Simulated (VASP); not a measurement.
```xyz
1
Lattice="-1.5742 1.5742 1.5742 1.5742 -1.5742 1.5742 1.5742 1.5742 -1.5742" Properties=species:S:1:pos:R:3 pbc="T T T"
Mo     0.0000     0.0000     0.0000
```

These are optB86b-vdW, VASP's PBE PAW potentials (set 64) (plane waves; VASP 6.6.1) values and carry that method's errors. Run with 520 eV cut-off, 18×18×18 Γ-centred mesh, tetrahedra with Blöchl corrections, potentials Mo_sv.

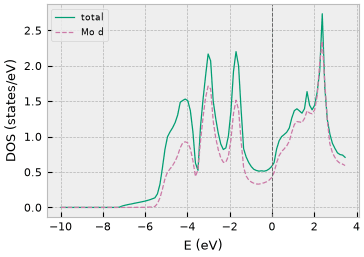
Total and projected density of states, zero at the Fermi level

Within 2 eV below the Fermi level the largest weight inside VASP's projection spheres is Mo d.

It has no gap at this level: it comes out as a metal or semimetal.

The compound is Mo in the bcc structure. It was relaxed first.
